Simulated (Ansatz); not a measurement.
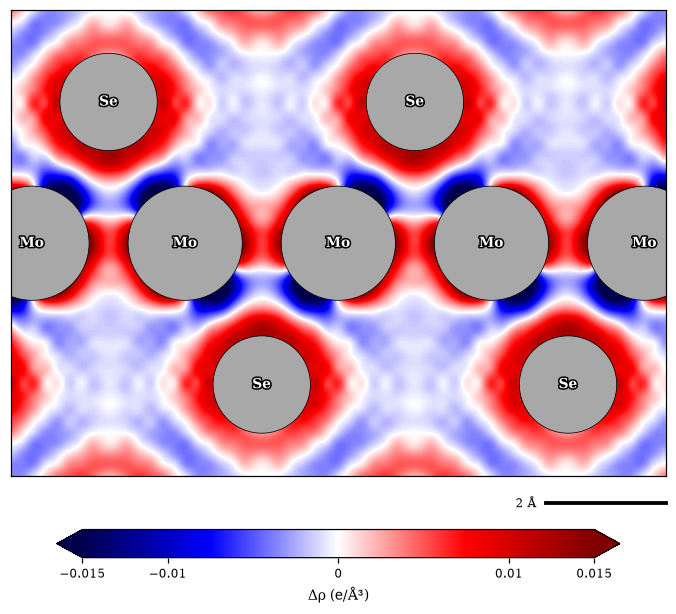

MoSe. Difference of the valence pseudo-densities of two functionals at the same geometry, on the (110) plane of the calculation cell: one of PBE and r2SCAN less the other.

Space group P6₃/mmc; started from the NiAs prototype, which need not be the ambient phase; the program warned that a starting moment wasn't kept.

Both computed with Ansatz (plane waves, PAW), on the same k-point mesh. Grey discs cover the atomic cores.

```xyz
4
Lattice="4.0731 0.0000 0.0000 -2.0365 3.5274 0.0000 0.0000 0.0000 5.0985" Properties=species:S:1:pos:R:3 pbc="T T T"
Mo    0.0000    0.0000    0.0000
Mo    0.0000    0.0000    2.5493
Se    0.0000    2.3516    1.2746
Se    2.0366    1.1758    3.8239
```

Question: Which was subtracted from which, and what does the map show?

Answer: It is r2SCAN less PBE. Against PBE, r2SCAN gives more density around Se (+0.008 e/Å³ on average at 1.0 Å from the nucleus) and a change of +0.006 e/Å³ at the midpoint of Mo–Mo.
